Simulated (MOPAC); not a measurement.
# CAlClFNO: geometry relaxation (part 1 of 2)

The run: geometry relaxation of CAlClFNO. Method and program: PM6-DH+, closed shell, dispersion DH+ (MOPAC 23.2.5).

The atoms were displaced at random from an optimised geometry.

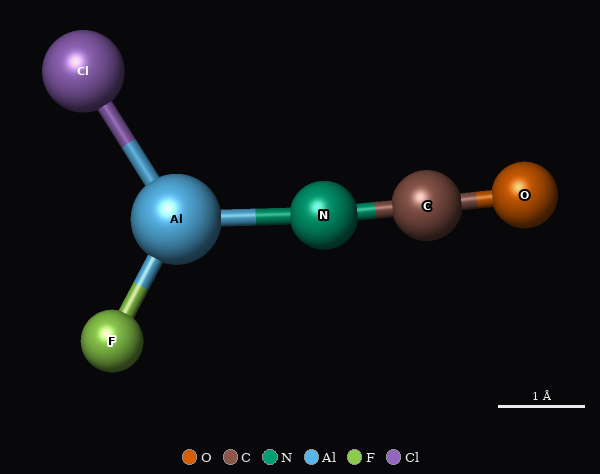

*The structure as given in the input (ball-and-stick view, seen on its broad side). Sticks mark near contacts.*

## Input (input.mop)
```
pm6-dh+ disp gnorm=0.05 mullik cycles=300 singlet precise aux(precision=6) threads=1
CAlClFNO, PM6-DH+
O=C=[N][Al]([F])[Cl]
O     -1.730070 1    -0.304979 1     2.342235 1
C     -1.037861 1    -0.254084 1     1.419193 1
N     -0.314104 1    -0.184598 1     0.448091 1
Al     0.701169 1     0.027482 1    -0.942082 1
F      1.367722 1    -1.270014 1    -1.643425 1
Cl     1.048848 1     1.902946 1    -1.699625 1
```

Run on 1 thread of AMD EPYC (Zen 5), 128 GiB of memory available, shared host.

Launched with:
```bash
mopac input.mop
```

## The program's output
```
MOPAC v23.2.5
PM6-DH+ CALCULATION RESULTS

 *  PM6-DH+    - CORRECT DISPERSION AND HYDROGEN BOND TERMS USING PM6-DH+
 *  SINGLET    - SPIN STATE DEFINED AS A SINGLET
 *  PRECISE    - TIGHTER CRITERIA TO BE USED
 *  THREADS=1  - MULTI-THREADING NOT USED
 *  CYCLES=    - DO A MAXIMUM OF 300 STEPS
 *  GNORM      - EXIT WHEN GRADIENT NORM DROPS BELOW 0.050
 *  AUX        - OUTPUT AUXILIARY INFORMATION
 *  DISP       - PRINT DISPERSION AND HYDROGEN BOND ENERGIES
 *  MULLIK     - THE MULLIKEN ANALYSIS TO BE PERFORMED
pm6-dh+ disp gnorm=0.05 mullik cycles=300 singlet precise aux(precision=6) threads=1
 CAlClFNO, PM6-DH+
 O=C=[N][Al]([F])[Cl]
   ATOM   CHEMICAL          X               Y               Z
  NUMBER   SYMBOL      (ANGSTROMS)     (ANGSTROMS)     (ANGSTROMS)

     1       O         -1.73007000  *  -0.30497900  *   2.34223500  *
     2       C         -1.03786100  *  -0.25408400  *   1.41919300  *
     3       N         -0.31410400  *  -0.18459800  *   0.44809100  *
     4      Al          0.70116900  *   0.02748200  *  -0.94208200  *
     5       F          1.36772200  *  -1.27001400  *  -1.64342500  *
     6      Cl          1.04884800  *   1.90294600  *  -1.69962500  *

          CARTESIAN COORDINATES

    NO.       ATOM           X           Y           Z

     1         O         -1.7301     -0.3050      2.3422
     2         C         -1.0379     -0.2541      1.4192
     3         N         -0.3141     -0.1846      0.4481
     4        Al          0.7012      0.0275     -0.9421
     5         F          1.3677     -1.2700     -1.6434
     6        Cl          1.0488      1.9029     -1.6996

 "Third-Generation Hydrogen-Bonding Corrections for Semiempirical QM Methods and Force Fields"

           Empirical Formula: C N O Al F Cl  =     6 atoms

      MOLECULAR POINT GROUP   :   Cs

 SINGLET STATE CALCULATION

      RHF CALCULATION, NO. OF DOUBLY OCCUPIED LEVELS = 16

          Geometry optimization using EF

          *********************************************
          *                                           *
          *                 WARNING                   *
          *                                           *
          *********************************************

          Dispersion parameters missing for Aluminum

          *********************************************
          *                                           *
          *              END OF WARNING               *
          *                                           *
          *********************************************

          DIAGONAL MATRIX USED AS START HESSIAN
```

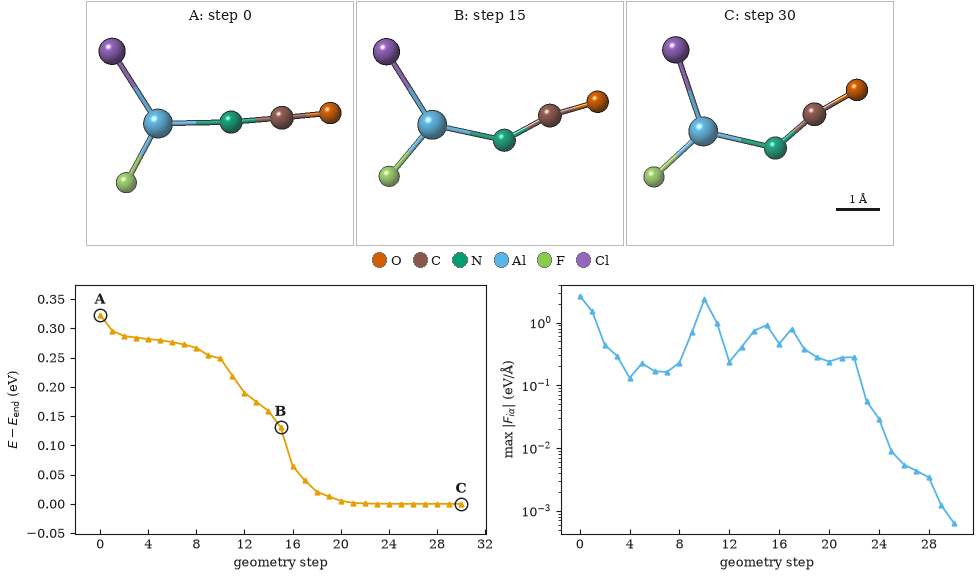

*Frames of the relaxation (ball-and-stick view, seen at a tilt) above the curves, on which the letters mark them (steps are counted from 0).*

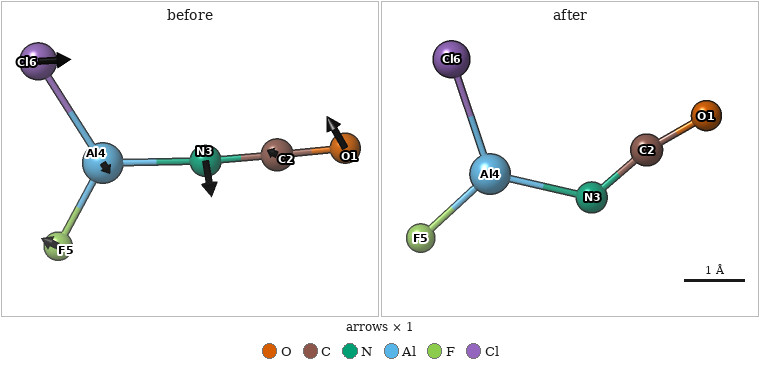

*Before (left) and after (right) the relaxation, at one scale (ball-and-stick view, seen at a tilt). The black arrows give the displacements, at true length.*

O1 moves most after the best rigid fit: 0.64 Å. Largest moves by element: O 0.64 Å, N 0.63 Å, Cl 0.56 Å, F 0.32 Å, Al 0.23 Å, C 0.20 Å. Among the contacts that change: C2–N3 1.213 → 1.239 Å, N3–Al4 1.734 → 1.757 Å, Al4–Cl6 2.052 → 2.072 Å, O1–C2 1.155 → 1.172 Å. Among the angles that change: C2–N3–Al4 176.2° → 125.6°, O1–C2–N3 179.2° → 169.0°, F5–Al4–Cl6 120.2° → 115.1°. After 30 geometry steps the energy has fallen by 0.323 eV. Largest force component: 2.7 eV/Å at the start, 0.00064 eV/Å at the end. (Atoms are counted from 1 in the order of the input.)

```
 CYCLE:     1 TIME:   0.008 TIME LEFT:  2.00D  GRAD.:    98.606 HEAT: -177.0180
 CYCLE:     2 TIME:   0.008 TIME LEFT:  2.00D  GRAD.:    53.707 HEAT: -177.6399
 CYCLE:     3 TIME:   0.008 TIME LEFT:  2.00D  GRAD.:    18.389 HEAT: -177.8572
 CYCLE:     4 TIME:   0.008 TIME LEFT:  2.00D  GRAD.:    13.625 HEAT: -177.9178
 CYCLE:     5 TIME:   0.000 TIME LEFT:  2.00D  GRAD.:     6.143 HEAT: -177.9761
 CYCLE:     6 TIME:   0.008 TIME LEFT:  2.00D  GRAD.:    10.391 HEAT: -178.0214
 CYCLE:     7 TIME:   0.000 TIME LEFT:  2.00D  GRAD.:     7.682 HEAT: -178.0967
 CYCLE:     8 TIME:   0.008 TIME LEFT:  2.00D  GRAD.:     6.720 HEAT: -178.1894
 CYCLE:     9 TIME:   0.000 TIME LEFT:  2.00D  GRAD.:    11.362 HEAT: -178.3244
 CYCLE:    10 TIME:   0.008 TIME LEFT:  2.00D  GRAD.:    26.319 HEAT: -178.6135
 CYCLE:    11 TIME:   0.000 TIME LEFT:  2.00D  GRAD.:    84.840 HEAT: -178.7392
 CYCLE:    12 TIME:   0.008 TIME LEFT:  2.00D  GRAD.:    41.981 HEAT: -179.4200
 CYCLE:    13 TIME:   0.000 TIME LEFT:  2.00D  GRAD.:    13.459 HEAT: -180.0861
 CYCLE:    14 TIME:   0.008 TIME LEFT:  2.00D  GRAD.:    20.307 HEAT: -180.4552
 CYCLE:    15 TIME:   0.000 TIME LEFT:  2.00D  GRAD.:    33.797 HEAT: -180.8090
 CYCLE:    16 TIME:   0.008 TIME LEFT:  2.00D  GRAD.:    40.269 HEAT: -181.4385
 CYCLE:    17 TIME:   0.000 TIME LEFT:  2.00D  GRAD.:    24.157 HEAT: -182.9714
 CYCLE:    18 TIME:   0.008 TIME LEFT:  2.00D  GRAD.:    34.590 HEAT: -183.5433
 CYCLE:    19 TIME:   0.000 TIME LEFT:  2.00D  GRAD.:    15.598 HEAT: -183.9900
 CYCLE:    20 TIME:   0.008 TIME LEFT:  2.00D  GRAD.:    13.174 HEAT: -184.1761
 CYCLE:    21 TIME:   0.000 TIME LEFT:  2.00D  GRAD.:    11.621 HEAT: -184.3482
 CYCLE:    22 TIME:   0.008 TIME LEFT:  2.00D  GRAD.:    11.823 HEAT: -184.4300
 CYCLE:    23 TIME:   0.008 TIME LEFT:  2.00D  GRAD.:    11.270 HEAT: -184.4534
 CYCLE:    24 TIME:   0.000 TIME LEFT:  2.00D  GRAD.:     2.643 HEAT: -184.4657
 CYCLE:    25 TIME:   0.008 TIME LEFT:  2.00D  GRAD.:     1.334 HEAT: -184.4682
 CYCLE:    26 TIME:   0.000 TIME LEFT:  2.00D  GRAD.:     0.435 HEAT: -184.4705
 CYCLE:    27 TIME:   0.008 TIME LEFT:  2.00D  GRAD.:     0.210 HEAT: -184.4707
 CYCLE:    28 TIME:   0.000 TIME LEFT:  2.00D  GRAD.:     0.188 HEAT: -184.4708
 CYCLE:    29 TIME:   0.008 TIME LEFT:  2.00D  GRAD.:     0.141 HEAT: -184.4708
 CYCLE:    30 TIME:   0.000 TIME LEFT:  2.00D  GRAD.:     0.053 HEAT: -184.4708
 CYCLE:    31 TIME:   0.000 TIME LEFT:  2.00D  GRAD.:     0.027 HEAT: -184.4708

     GRADIENT =  0.02676 IS LESS THAN CUTOFF =  0.05000

 -------------------------------------------------------------------------------
 pm6-dh+ disp gnorm=0.05 mullik cycles=300 singlet precise aux(precision=6) threads=1
 CAlClFNO, PM6-DH+
 O=C=[N][Al]([F])[Cl]

     GEOMETRY OPTIMISED USING EIGENVECTOR FOLLOWING (EF).
     SCF FIELD WAS ACHIEVED

                              PM6-DH+ CALCULATION

          FINAL HEAT OF FORMATION =       -184.47080 KCAL/MOL =    -771.82584 KJ/MOL

          TOTAL ENERGY            =     -31703.69072 KCAL/MOL = ELECTRONIC ENERGY + CORE-CORE REPULSION
          ENERGY OF ATOMS         =      31519.75339 KCAL/MOL
                              SUM =       -183.93733 KCAL/MOL
          DISPERSION ENERGY       =         -0.53347 KCAL/MOL
                              SUM =       -184.47080 KCAL/MOL = FINAL HEAT OF FORMATION

          TOTAL ENERGY            =      -1374.80215 EV
          ELECTRONIC ENERGY       =      -3366.87289 EV
          CORE-CORE REPULSION     =       1992.07075 EV
          COSMO AREA              =        131.91 SQUARE ANGSTROMS
          COSMO VOLUME            =        120.40 CUBIC ANGSTROMS

          GRADIENT NORM           =          0.02676          =       0.01093 PER ATOM
          IONIZATION POTENTIAL    =         11.596948 EV
          HOMO LUMO ENERGIES (EV) =        -11.597 -0.298
          NO. OF FILLED LEVELS    =         16
          MOLECULAR WEIGHT        =        123.4500         POINT GROUP:  Cs

          MOLECULAR DIMENSIONS (Angstroms)

            Atom       Atom       Distance
            F     5    O     1     5.27394
           Cl     6    N     3     3.11175
            N     3    O     1     0.00592

          SCF CALCULATIONS        =         40

          WALL-CLOCK TIME         =      0.148 SECONDS
          COMPUTATION TIME        =      0.114 SECONDS

   ATOM   CHEMICAL          X               Y               Z
  NUMBER   SYMBOL      (ANGSTROMS)     (ANGSTROMS)     (ANGSTROMS)

     1       O         -1.60660371  *   0.33760652  *   2.08834382  *
     2       C         -0.92685376  *  -0.11377904  *   1.24648165  *
     3       N         -0.26108856  *  -0.79896187  *   0.45802439  *
     4      Al          0.68205277  *  -0.18239645  *  -0.88955490  *
     5       F          1.54092641  *  -1.11625678  *  -1.88579745  *
     6      Cl          0.75785591  *   1.84630495  *  -1.30318156  *

                             CARTESIAN COORDINATES

   1    O       -1.606603709     0.337606517     2.088343817
   2    C       -0.926853765    -0.113779044     1.246481653
   3    N       -0.261088559    -0.798961869     0.458024394
   4   Al        0.682052773    -0.182396452    -0.889554897
   5    F        1.540926411    -1.116256785    -1.885797450
   6   Cl        0.757855907     1.846304954    -1.303181558

           Empirical Formula: C N O Al F Cl  =     6 atoms

      MOLECULAR POINT GROUP   :   Cs

                  EIGENVALUES
 -39.97571 -34.12254 -33.03574 -27.11630 -20.69432 -17.83365 -17.03354 -16.39537
 -16.13095 -15.50884 -15.22866 -14.44164 -12.27708 -12.11647 -11.66666 -11.59695
  -0.29837   0.08696   0.93822   1.60585   1.90300   3.44243   4.07865   5.39274
  84.17999  85.25508  86.03958  86.11961  88.36878  91.17027  92.93081  93.04412
  94.13025  94.78246

              NET ATOMIC CHARGES AND DIPOLE CONTRIBUTIONS

  ATOM NO.   TYPE          CHARGE      No. of ELECS.   s-Pop       p-Pop       d-Pop
    1          O          -0.319465        6.3195     1.84568     4.47379
    2          C           0.581138        3.4189     1.07268     2.34619
    3          N          -0.597481        5.5975     1.68124     3.91624
    4         Al           1.066112        1.9339     0.73065     1.12677     0.07647
    5          F          -0.374681        7.3747     1.96251     5.41217
    6         Cl          -0.355623        7.3556     1.98869     5.36332     0.00361
 DIPOLE           X         Y         Z       TOTAL
 POINT-CHG.     0.052    -0.622     0.025     0.624
 HYBRID        -0.156     0.498     0.135     0.539
 SUM           -0.104    -0.123     0.160     0.227

          ATOMIC ORBITAL ELECTRON POPULATIONS

     Atom    s        px        py        pz      x^2-y^2     xz        z^2       yz        xy
    1  O   1.84568   1.50733   1.54154   1.42492
    2  C   1.07268   0.80392   0.72301   0.81925
    3  N   1.68124   1.36384   1.25626   1.29614
    4 Al   0.73065   0.29048   0.45969   0.37660   0.01274   0.01623   0.01459   0.01850   0.01440
    5  F   1.96251   1.81967   1.81442   1.77808
    6 Cl   1.98869   1.94854   1.47738   1.93739   0.00179   0.00009   0.00056   0.00075   0.00042

           MULLIKEN POPULATION ANALYSIS

        MULLIKEN POPULATIONS AND CHARGES

      NO.  ATOM   POPULATION      CHARGE
        1    O     6.346062     -0.346062
        2    C     3.372412      0.627588
        3    N     5.915573     -0.915573
        4   Al     1.304081      1.695919
        5    F     7.464321     -0.464321
        6   Cl     7.597552     -0.597552

 *                    *
 * JOB ENDED NORMALLY *
 *                    *

 TOTAL JOB TIME:             0.16 SECONDS

 == MOPAC DONE ==
```

## Trajectory as extended XYZ (Å, eV, eV/Å), 31 frames, from step=0 to step=30
```
6
Properties=species:S:1:pos:R:3:forces:R:3 step=0 energy=-7.67622
O    -1.7301   -0.3050    2.3422   -1.4223  -0.2061   1.9252
C    -1.0379   -0.2541    1.4192    1.9489   0.3877  -2.6656
N    -0.3141   -0.1846    0.4481   -0.6546  -0.1833   0.9207
Al    0.7012    0.0275   -0.9421    0.0620  -0.2871  -0.0622
F     1.3677   -1.2700   -1.6434    0.0044   0.1869  -0.0258
Cl    1.0488    1.9029   -1.6996    0.0617   0.1019  -0.0923
6
Properties=species:S:1:pos:R:3:forces:R:3 step=1 energy=-7.70320
O    -1.7374   -0.3062    2.3539    0.3162  -0.0628  -0.4165
C    -1.0279   -0.2519    1.4024   -1.1501   0.0985   1.5089
N    -0.3174   -0.1856    0.4536    0.7467  -0.0256  -0.9631
Al    0.7017    0.0259   -0.9427    0.0309  -0.1603  -0.0443
F     1.3680   -1.2689   -1.6437    0.0187   0.1320  -0.0373
Cl    1.0494    1.9036   -1.7004    0.0377   0.0182  -0.0476
6
Properties=species:S:1:pos:R:3:forces:R:3 step=2 energy=-7.71262
O    -1.7391   -0.3075    2.3572    0.2610  -0.0517  -0.3413
C    -1.0321   -0.2494    1.4082   -0.1545   0.1766   0.1782
N    -0.3136   -0.1865    0.4462   -0.3060  -0.1466   0.4443
Al    0.7021    0.0234   -0.9432    0.0689   0.0472  -0.1235
F     1.3683   -1.2668   -1.6437    0.0967  -0.0038  -0.1215
Cl    1.0500    1.9043   -1.7009    0.0339  -0.0217  -0.0362
6
Properties=species:S:1:pos:R:3:forces:R:3 step=3 energy=-7.71525
O    -1.7371   -0.3081    2.3535   -0.2112  -0.0793   0.2913
C    -1.0347   -0.2471    1.4115    0.1918   0.1918  -0.2923
N    -0.3153   -0.1882    0.4512   -0.0449  -0.1152   0.0996
Al    0.7026    0.0235   -0.9446   -0.0562   0.0115   0.0519
F     1.3691   -1.2665   -1.6451    0.0878   0.0032  -0.1127
Cl    1.0502    1.9041   -1.7013    0.0328  -0.0120  -0.0378
6
Properties=species:S:1:pos:R:3:forces:R:3 step=4 energy=-7.71777
O    -1.7389   -0.3101    2.3558   -0.0630  -0.0371   0.0910
C    -1.0352   -0.2417    1.4119   -0.0013   0.1313  -0.0282
N    -0.3161   -0.1914    0.4522    0.0077  -0.1093   0.0279
Al    0.7022    0.0240   -0.9428    0.0064  -0.0822  -0.0241
F     1.3713   -1.2662   -1.6488    0.0216   0.1224  -0.0385
Cl    1.0510    1.9037   -1.7026    0.0286  -0.0250  -0.0280
6
Properties=species:S:1:pos:R:3:forces:R:3 step=5 energy=-7.71974
O    -1.7414   -0.3120    2.3591    0.1039   0.0176  -0.1347
C    -1.0363   -0.2344    1.4129   -0.1901   0.0705   0.2242
N    -0.3165   -0.1968    0.4540    0.0763  -0.1124  -0.0634
Al    0.7022    0.0213   -0.9439   -0.1000   0.1144   0.0989
F     1.3731   -1.2611   -1.6512    0.0940  -0.0322  -0.1163
Cl    1.0522    1.9028   -1.7037    0.0159  -0.0580  -0.0086
```
